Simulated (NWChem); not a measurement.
# SiN2H6 (Si(NH2)2H2) at 4 levels

We compute a comparison of 4 runs (HF/def2-SVP, r2SCAN/def2-SVPD, CAM-B3LYP/6-31G, PBE0/def2-SVP) of SiN2H6 (Si(NH2)2H2). 

Program for the calculation: NWChem 7.3.0.

### Step 1. Starting point

The species is SiN2H6 (9 atoms), meant as a singlet with charge 0. SMILES: `[H][Si]([H])(N)N`. The coordinates come from a GFN2-xTB relaxation. This is one conformer, not always the lowest.

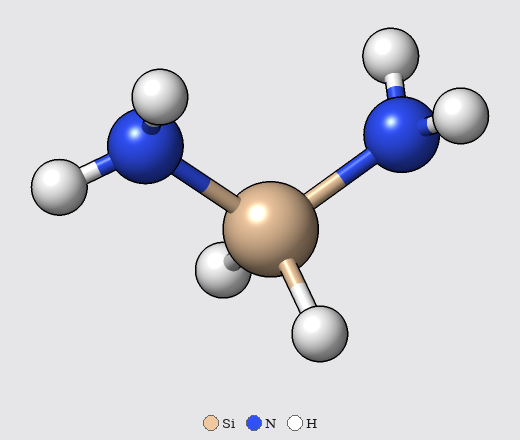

The structure, seen from a chosen angle (silicon light orange, nitrogen blue, hydrogen white).

### Step 2. Energy and forces at HF/def2-SVP (run 1)

Contents of mymol.nw:

```
echo
START mymol
TITLE "H6N2Si gradient"
memory total 2200 mb
GEOMETRY units angstroms noautosym nocenter noautoz
  Si    -0.496840     0.073650    -0.354120
  N     -0.385810     0.140400     1.373270
  H      0.117780    -0.585500     1.858680
  H     -1.207750     0.383940     1.900150
  N      1.049420    -0.033290    -1.104880
  H      1.729080     0.679390    -0.895240
  H      1.505870    -0.928870    -1.163330
  H     -1.085100     1.355340    -0.730220
  H     -1.226650    -1.085070    -0.884310
END
BASIS "ao basis" spherical bse
  * library def2-SVP
END
SCF
  singlet
  rhf
  thresh 1e-08
  maxiter 80
  print low
END
TASK scf gradient
```

The run is started by

```console
nwchem mymol.nw > mymol.out
```

Output:

```text
[...]
  functions       =    76
[...]
  wavefunction    = RHF
[...]
         Total SCF energy =   -401.198437111375
      One-electron energy =   -790.639646929397
      Two-electron energy =    270.099582602446
 Nuclear repulsion energy =    119.341627215577
        Time for solution =      4.3s
[...]
                         RHF ENERGY GRADIENTS
    atom               coordinates                        gradient
                 x          y          z           x          y          z
   1 Si     -0.938891   0.139178  -0.669190   -0.012817  -0.002607  -0.002830
   2 N      -0.729075   0.265318   2.595104    0.002753   0.006768  -0.005392
   3 H       0.222572  -1.106435   3.512396    0.002035  -0.003358   0.002039
   4 H      -2.282317   0.725541   3.590763   -0.002849  -0.001086   0.000796
   5 N       1.983116  -0.062909  -2.087920   -0.008874   0.002784  -0.003110
   6 H       3.267487   1.283861  -1.691758    0.002149   0.002284   0.001802
   7 H       2.845682  -1.755310  -2.198375    0.002341  -0.003748   0.001747
   8 H      -2.050542   2.561221  -1.379916    0.008731  -0.004348   0.003653
   9 H      -2.318032  -2.050485  -1.671104    0.006531   0.003310   0.001295
 Task  times  cpu:        5.2s     wall:        5.2s
[...]
```

Wall time 6 s (1 thread of Intel Xeon 6975P-C (Granite Rapids), shared host); peak memory 0.099 GiB.

### Step 3. Energy and gradient at r2SCAN/def2-SVPD (run 2)

Contents of nw.xyz:

```xyz
9
H6N2Si r2SCAN
Si    -0.496840     0.073650    -0.354120
N     -0.385810     0.140400     1.373270
H      0.117780    -0.585500     1.858680
H     -1.207750     0.383940     1.900150
N      1.049420    -0.033290    -1.104880
H      1.729080     0.679390    -0.895240
H      1.505870    -0.928870    -1.163330
H     -1.085100     1.355340    -0.730220
H     -1.226650    -1.085070    -0.884310
```

Contents of nw.nw:

```
start nw
title "H6N2Si r2SCAN"
memory total 2200 mb
geometry noautosym nocenter noautoz
 load format xyz nw.xyz
end
basis spherical bse
 * library def2-SVPD
end
dft
 xc r2scan
 grid fine
 convergence energy 1e-08
 iterations 100
 mulliken
 print low
end
task dft gradient
```

The run is started by

```console
nwchem nw.nw > nw.out
```

Output:

```text
[...]
 d= 0,ls=0.0,diis     1   -402.3479790841 -5.22D+02  1.71D-02  4.68D-01     2.3
[...]
 d= 0,ls=0.0,diis     8   -402.3990933568  7.15D-09  4.44D-06  2.68D-07    17.0
         Total DFT energy =     -402.399093356800
      One electron energy =     -790.702095894370
           Coulomb energy =      305.908656417323
    Exchange-Corr. energy =      -36.947281095329
 Nuclear repulsion energy =      119.341627215577
[...]
                         DFT ENERGY GRADIENTS
    atom               coordinates                        gradient
                 x          y          z           x          y          z
   1 Si     -0.938891   0.139178  -0.669190   -0.008398  -0.000651  -0.002382
   2 N      -0.729075   0.265318   2.595104   -0.001345  -0.000340  -0.000714
   3 H       0.222572  -1.106435   3.512396   -0.003244   0.004477  -0.003022
   4 H      -2.282317   0.725541   3.590763    0.006082  -0.003732  -0.005034
   5 N       1.983116  -0.062909  -2.087920   -0.001239   0.001151   0.001627
   6 H       3.267487   1.283861  -1.691758   -0.005207  -0.005218  -0.000549
   7 H       2.845682  -1.755310  -2.198375   -0.002420   0.005643   0.002489
   8 H      -2.050542   2.561221  -1.379916    0.008835  -0.008314   0.003742
   9 H      -2.318032  -2.050485  -1.671104    0.006935   0.006986   0.003844
 Task  times  cpu:       23.4s     wall:       23.4s
[...]
```

Wall time 24 s (1 thread of Intel Xeon 6975P-C (Granite Rapids), shared host); peak memory 0.13 GiB.

Run 3 isn't shown in full; the table further down has it.

### Step 4. Energy and forces at PBE0/def2-SVP (run 4)

Contents of struct.nw:

```
START struct
TITLE "H6N2Si PBE0"
memory 2200 mb
charge 0
GEOMETRY units angstrom noautosym nocenter noautoz
  Si      -0.496840       0.073650      -0.354120
  N       -0.385810       0.140400       1.373270
  H        0.117780      -0.585500       1.858680
  H       -1.207750       0.383940       1.900150
  N        1.049420      -0.033290      -1.104880
  H        1.729080       0.679390      -0.895240
  H        1.505870      -0.928870      -1.163330
  H       -1.085100       1.355340      -0.730220
  H       -1.226650      -1.085070      -0.884310
END
BASIS spherical bse
  * library def2-SVP
END
DFT
  xc pbe0
  grid xfine
  convergence energy 1e-08
  maxiter 100
  mulliken
  noprint "final vectors analysis"
END
TASK dft gradient
```

The run is started by

```console
nwchem struct.nw > struct.out
```

Output:

```text
[...]
          Wavefunction type:  closed shell.
          No. of atoms     :     9
          No. of electrons :    34
[...]
          Charge           :     0
          Spin multiplicity:     1
[...]
          AO basis - number of functions:    76
[...]
              XC Information
              --------------
                         PBE0 Method XC Functional
                     Hartree-Fock (Exact) Exchange  0.250
          PerdewBurkeErnzerhof Exchange Functional  0.750
            Perdew 1991 LDA Correlation Functional  1.000 local
           PerdewBurkeErnz. Correlation Functional  1.000 non-local
[...]
 d= 0,ls=0.0,diis     1   -402.1660673016 -5.22D+02  1.15D-02  4.71D-01     2.2
[...]
 d= 0,ls=0.0,diis     8   -402.2187652382 -5.64D-09  5.21D-07  7.92D-10    15.8
         Total DFT energy =     -402.218765238165
      One electron energy =     -791.024454925141
           Coulomb energy =      306.284699601990
    Exchange-Corr. energy =      -36.820637130591
 Nuclear repulsion energy =      119.341627215577
[...]
      Total Density - Mulliken Population Analysis
     ---------------------------------------------
    Atom       Charge   Shell Charges
 -----------   ------   -------------------------------------------------------
    1 Si  14    13.44   2.00  1.98  0.97  0.11  5.93  1.26  0.82  0.36
    2 N    7     7.41   1.99  0.97  0.45  2.45  1.53  0.01
    3 H    1     0.88   0.71  0.12  0.05
    4 H    1     0.87   0.71  0.11  0.05
    5 N    7     7.40   1.99  0.97  0.45  2.46  1.53  0.01
    6 H    1     0.87   0.71  0.11  0.05
    7 H    1     0.87   0.71  0.11  0.05
    8 H    1     1.12   0.75  0.36  0.01
    9 H    1     1.13   0.75  0.37  0.01
[...]
  wavefunction    = closed shell
[...]
```

It took 20 s on 1 thread of Intel Xeon 6975P-C (Granite Rapids), shared host; peak memory 0.14 GiB.

### Step 5. The series

```
run             level  iteration cap  module  energy (Eh)  largest force (eV/Å)  wall time
  1       HF/def2-SVP             80     scf  -401.198437                 0.688        6 s
  2  r2SCAN/def2-SVPD            100     dft  -402.399093                 0.653       24 s
  3   CAM-B3LYP/6-31G            100     dft  -402.493588                 1.286       17 s
  4     PBE0/def2-SVP            100     dft  -402.218765                 0.758       20 s
```

### Step 6. What came out

| quantity | value |
| --- | --- |
| run 4: total energy | -402.21877 Eh |
| run 4: dipole moment | 1.85 D |
| run 4: largest force on an atom | 0.758 eV/Å |

Totals of different functionals can't be ranked against each other. All runs together took 67 s, the longest 24 s.
